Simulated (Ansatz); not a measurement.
# PBE/def2-SVP run of CH6NPSi (SMILES C1NP[SiH2]1)

Aim: the vertical ionisation energy of CH6NPSi at PBE/def2-SVP, from 2 runs. 

Program for the calculation: Ansatz 0.2.0.

102 further runs of the same task are left out: 102 set aside as unsound or not needed. Runs told in other sessions of the task aren't counted.

## Step 1: Starting point

The species is CH6NPSi (10 atoms), meant as a singlet with charge 0. SMILES: `C1NP[SiH2]1`. Geometry: relaxed at PBE0-D4/def2-TZVP.

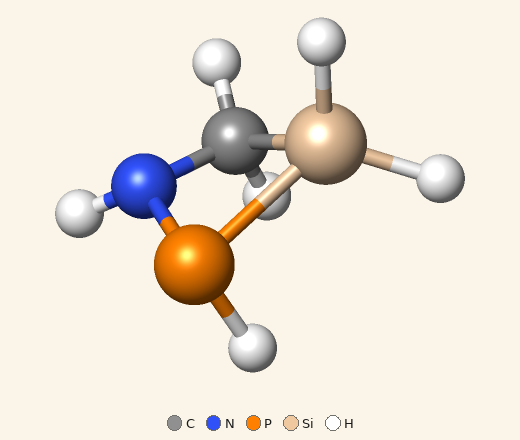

The structure, seen from a chosen angle (carbon grey, nitrogen blue, phosphorus orange, silicon light orange, hydrogen white).

## Step 2: A single-point energy at PBE/def2-SVP

File in.yaml:

```yaml
basis:
  gaussian:
    orbitals: def2-SVP
crystal:
  periodic: [false, false, false]
  atoms:
    - {symbol: C, position_ang: [-0.518900, 0.753700, -0.280300]}
    - {symbol: N, position_ang: [0.388700, 0.867200, 0.865200]}
    - {symbol: P, position_ang: [0.973900, -0.716000, 1.275900]}
    - {symbol: Si, position_ang: [0.382300, -0.797300, -0.907400]}
    - {symbol: H, position_ang: [-0.525900, 1.647300, -0.910700]}
    - {symbol: H, position_ang: [-1.554200, 0.512400, 0.003600]}
    - {symbol: H, position_ang: [0.126500, 1.500500, 1.609100]}
    - {symbol: H, position_ang: [-0.253100, -1.393600, 1.631500]}
    - {symbol: H, position_ang: [1.493100, -0.499900, -1.848100]}
    - {symbol: H, position_ang: [-0.429200, -1.925500, -1.435800]}
accuracy: high
total_charge: 0
output: {orbitals: {seedname: orbitals}}
hamiltonian:
  xc: pbe
```

On the command line:

```sh
$ ansatz run in.yaml --threads 1 --pin off --max-ram 3480MiB --events-out events.jsonl --progress --plain --runs-dir runs
```

Log:

```text
Warning: RAYON_NUM_THREADS=1 ignored (pool sized by the plan → 1); use --threads N
Functional definition: PBE
  name "PBE"
  parameter kappa = 0.804
  parameter beta = 0.06672455060314922
  exchange = pbe_x(kappa = kappa, mu = beta*pi^2/3)
  correlation = pbe_c(beta = beta)
2170 factors; integrals over basis functions are off by at most 3.6e-9 eV
mean field evaluation 1: about -19762.7050 eV, gradient 6.0e1 eV
mean field evaluation 2: about -19703.3653 eV, gradient 1.5e2 eV
mean field evaluation 4: about -19770.7481 eV, gradient 1.4e1 eV
mean field evaluation 8: about -19771.1798 eV, gradient 1.9e-1 eV
mean field evaluation 16: about -19771.1800 eV, gradient 3.1e-5 eV
mean field -19771.17995914 eV, -726.5774621112 hartree, gradient 8.7e-8 eV, S^2 0.000000; 0 other end points of the search recorded, 0 dependent functions left out
reference -19771.17996256 eV, -726.5774622369 hartree; 24, 24 occupied and 70, 70 virtual orbitals, 2170 factors
Total energy: -19771.17996256 eV, -726.5774622369 hartree
```

Wall time 7.8 s (1 thread of Arm Neoverse V2, shared host); peak memory 0.26 GiB.

## Step 3: The doublet cation, same level

Changes to in.yaml since step 2:

```diff
@@ -16,5 +16,9 @@
     - {symbol: H, position_ang: [-0.429200, -1.925500, -1.435800]}
+output:
+  orbitals: {seedname: orbitals}
+total_charge: 1
+magnetization:
+  spin_polarized: true
+  initial_magnetization: 1
 accuracy: high
-total_charge: 0
-output: {orbitals: {seedname: orbitals}}
 hamiltonian:
```

On the command line:

```sh
$ ansatz run in.yaml --threads 1 --pin off --max-ram 3480MiB --events-out events.jsonl --progress --plain --runs-dir runs
```

Log (excerpt; [...] marks lines left out):

```text
Warning: RAYON_NUM_THREADS=1 ignored (pool sized by the plan → 1); use --threads N
[... 6 set-up lines as earlier in the session ...]
2170 factors; integrals over basis functions are off by at most 3.6e-9 eV
mean field evaluation 1: about -19742.7780 eV, gradient 6.3e1 eV
mean field evaluation 2: about -19569.3542 eV, gradient 1.6e2 eV
mean field evaluation 4: about -19756.7788 eV, gradient 3.3e1 eV
mean field evaluation 8: about -19762.8098 eV, gradient 6.1e-1 eV
mean field evaluation 16: about -19762.8023 eV, gradient 9.8e-4 eV
mean field evaluation 32: about -19761.9663 eV, gradient 5.5e0 eV
mean field -19762.80226031 eV, -726.2695873578 hartree, gradient 4.1e-8 eV, S^2 0.753206; 5 other end points of the search recorded, 0 dependent functions left out
reference -19762.80226381 eV, -726.2695874867 hartree; 24, 23 occupied and 70, 71 virtual orbitals, 2170 factors
Total energy: -19762.80226381 eV, -726.2695874867 hartree
```

Run time: 17 s. Hardware: 1 thread of Arm Neoverse V2, shared host; peak memory 0.33 GiB.

## Step 4: Outcome

Level: PBE/def2-SVP.

| quantity | value |
| --- | --- |
| singlet CH6NPSi: total energy | -726.57746 Eh |
| singlet CH6NPSi: HOMO energy | -5.20 eV |
| singlet CH6NPSi: LUMO energy | -0.87 eV |
| singlet CH6NPSi: HOMO–LUMO gap | 4.34 eV |
| doublet cation: total energy | -726.26959 Eh |
| doublet cation: HOMO energy (highest over α and β) | -12.10 eV |
| doublet cation: LUMO energy (lowest over α and β) | -11.49 eV |
| doublet cation: ⟨S²⟩ | 0.753 |
| vertical ionisation energy (to the doublet cation) | 8.378 eV |

In words: The vertical ionisation energy comes to 8.38 eV (808 kJ/mol). The negative HOMO energy of the first species, 5.20 eV, lies 3.17 eV below that difference.
